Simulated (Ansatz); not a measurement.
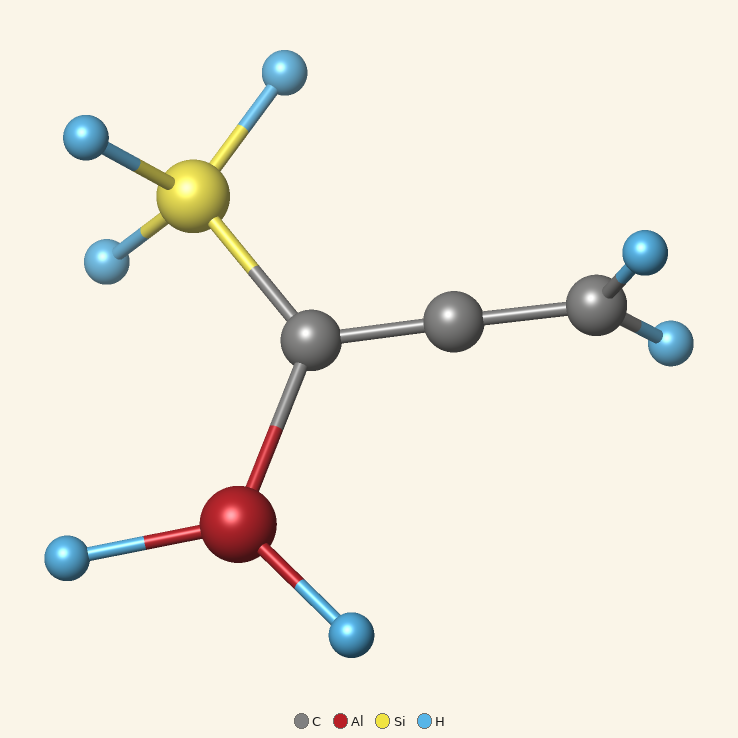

The geometry was computed by an optimisation with PBE-D4/def2-SVP. No frequency run is at hand to confirm it as a minimum.

Give the structural formula.

SMILES: C=C=[C]([AlH2])[SiH3]

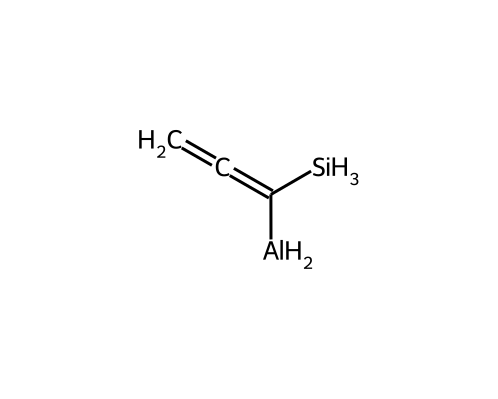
